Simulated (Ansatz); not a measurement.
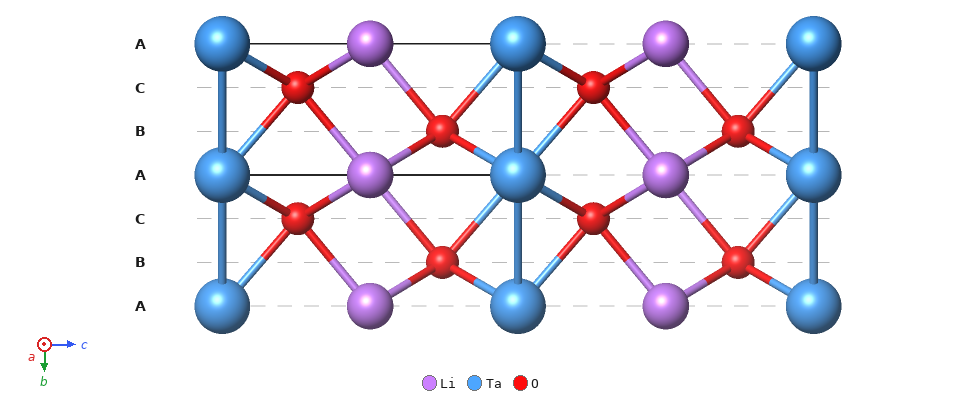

Projection along an edge of the hexagonal mesh, stacking direction c to the right. The dashed lines mark the three columns A (0, 0), B (1/3, 2/3) and C (2/3, 1/3). The sequence starts with the first layer at or above the cell's origin.

The compound is LiTaO2, taken as the geometry relaxed with DFT PBE, scalar-relativistic, plane waves, PAW (Ansatz 0.2.0); the starting structure was generated, so it need not be a known form of this composition.

List the layers of one repeat.

Ta(A) – O(C) – Li(A) – O(B) (four layers in 5.57 Å).

How are the O layers alone stacked?

O layers alone: CB, the hexagonal close-packed type.

Which positions between or in the O layers do the other atoms fill?

Li: one octahedral site; Ta: one octahedral site (per hexagonal cell).

What short polytype symbol fits?

Polytype symbol O1, Delmas's symbol (site of Li and number of slabs in the repeat).
